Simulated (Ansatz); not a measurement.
# BFGeH$_{4}$P (doublet): what the fields show

| atom | x (Å) | y (Å) | z (Å) |
| --- | --- | --- | --- |
| B | -1.1360 | -1.4773 | 0.6659 |
| F | 0.8615 | 0.6637 | -0.5076 |
| Ge | 0.5793 | 0.1250 | 1.1560 |
| P | 0.5870 | -2.2519 | 0.3978 |
| H | -1.6688 | -1.7191 | 1.7215 |
| H | -1.6959 | -0.9726 | -0.2746 |
| H | 0.9072 | -2.5675 | -0.9410 |
| H | 0.8314 | -3.4289 | 1.1427 |

Geometry: r2SCAN-D4/def2-SVP.

Method: isolated molecule in a Gaussian basis; Kohn-Sham density functional theory, functional PBE0 (Ansatz).

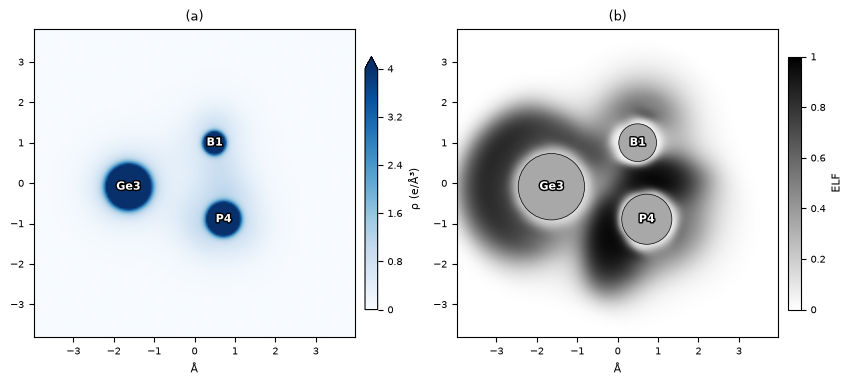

Figure 1. (a) total electron density; (b) electron localisation function on the plane of atoms B1, P4 and Ge3. Grey discs cover the atomic cores in the ELF map.

Q: Read the bonding off the picture.

A: Atoms in the plane: B, Ge and P. B–P (1.91 Å): ρ is about 0.97 e/Å³ halfway; the ELF peaks at about 0.95 between the atoms: localised, covalent bonding. Ge–B (2.40 Å): the density is about 0.37 e/Å³ at the midpoint; the ELF peaks at about 0.60 in the valence shell of B, 1.0 Å from its nucleus, and is about 0.60 at the midpoint. Ge–P (2.49 Å): ρ is about 0.45 e/Å³ halfway; the ELF peaks at about 0.85 in the valence shell of P, 0.9 Å from its nucleus, and is about 0.65 at the midpoint.

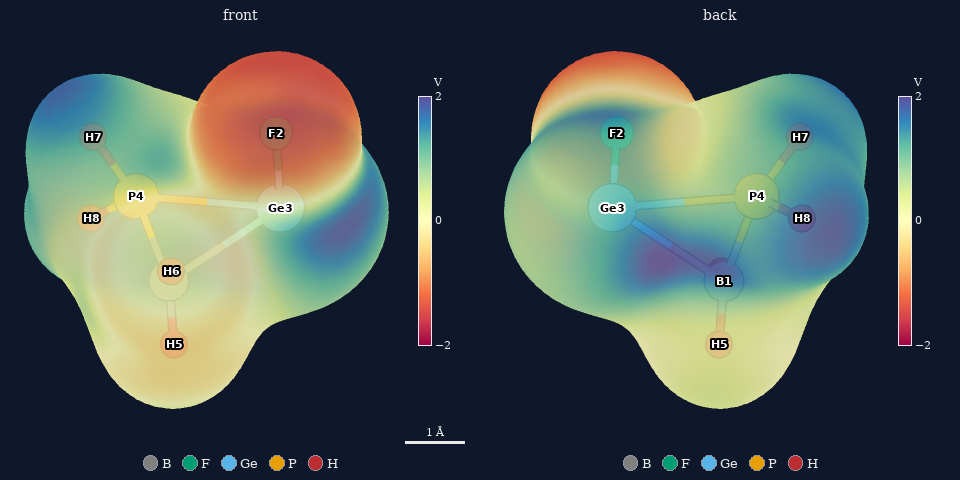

Figure 2. The electrostatic potential painted on the density surface at 0.004 e/bohr³, seen from the front and from behind; red is negative and blue positive.

Q: Which sites attract a positive test charge, and which a negative one?

A: A positive charge is drawn to the negative regions and a negative charge to the positive ones. The most negative region (about −1.4 V, or −32 kcal/mol for a unit charge) lies over F2, the most positive (about +1.9 V, or +44 kcal/mol for a unit charge) over Ge3, P4 and H8.

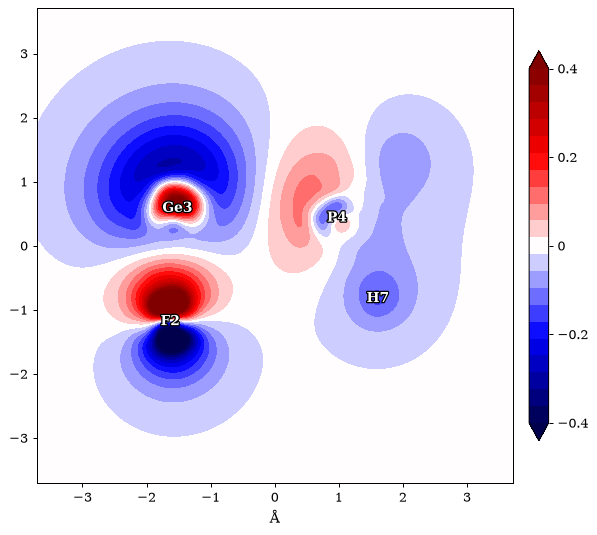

Figure 3. The HOMO−1 (β) on the plane of atoms F2, Ge3 and P4 (values in Å⁻³ᐟ²; the overall sign is arbitrary).

Q: What is the character of this orbital?

A: By Hirshfeld shares it lies mainly on Ge3 (about 30 %), P4 (about 25 %), B1 (about 20 %), F2 (about 10 %) and H6 (about 5 %). Its energy is −9.35 eV.
